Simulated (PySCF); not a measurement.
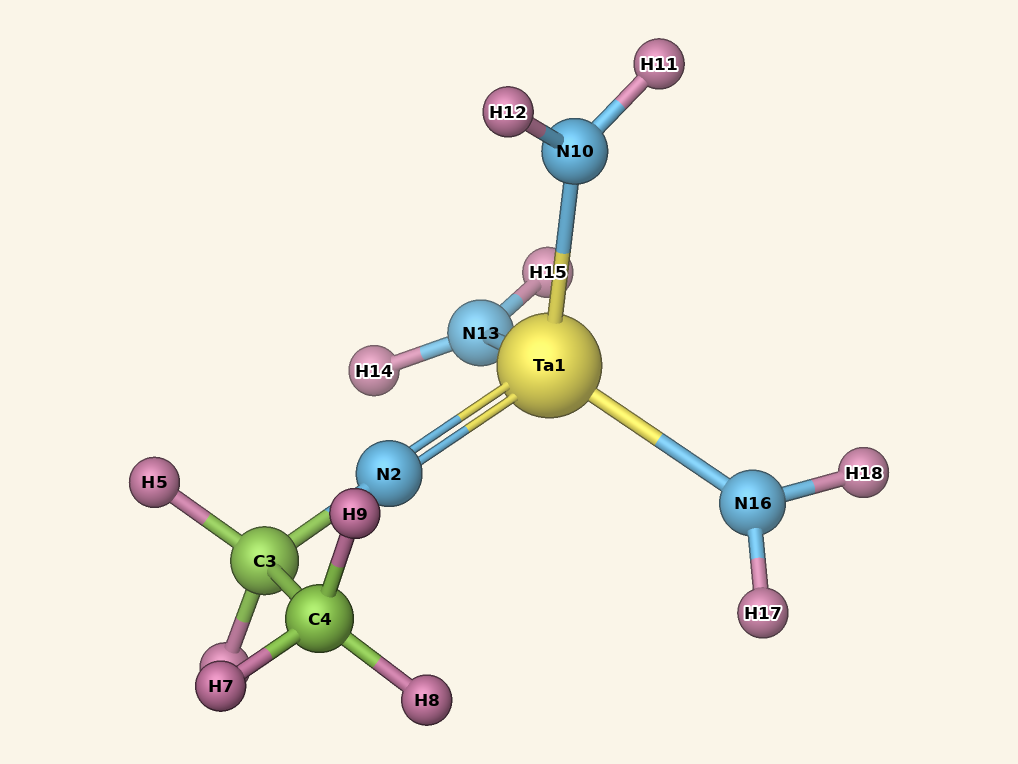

N13 lies behind Ta1. The molecule seen a little off the Ta1–N13 bond, Ta1 in front. Depth is shown by fading: the farther an atom, the more it takes the colour of the background. The species is neutral and a spin singlet. The computed structure is the end point of a PBE0-D3(BJ)/def2-SVP optimisation. No frequency run is at hand to confirm it as a minimum.

**What is the torsion angle N10–Ta1–N13–H14? The sign is positive where the front bond must turn clockwise to cover the back bond.**

−116°, anticlinal.
